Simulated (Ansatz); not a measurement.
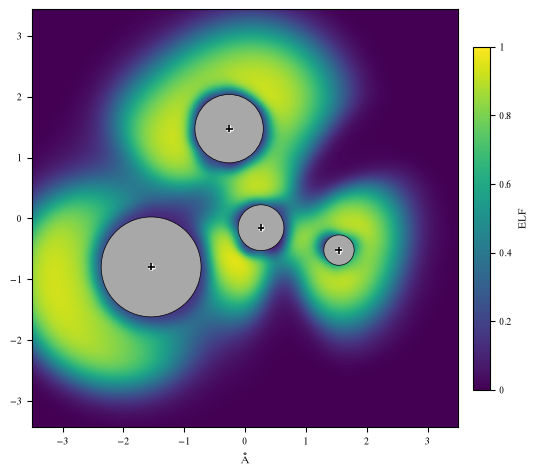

The electron localisation function on a plane through atoms (crosses mark nuclei in the plane; grey discs cover the cores).

Level of theory: isolated molecule in a Gaussian basis; Kohn-Sham density functional theory, functional PBE0 (Ansatz 0.2.0).

Candidates:
A. GeH$_{2}$Li$_{2}$S
B. CFGeS (doublet)
C. FHNOSn (charge +1)

Q: Which system is this?

A: Candidate B: CFGeS on the molecular plane, which holds C, F, Ge and S. C–F (1.33 Å): the ELF peaks at about 0.85 between the atoms (a polar covalent bond). C–S (1.71 Å): the ELF peaks at about 0.90 between the atoms (localised, covalent bonding).
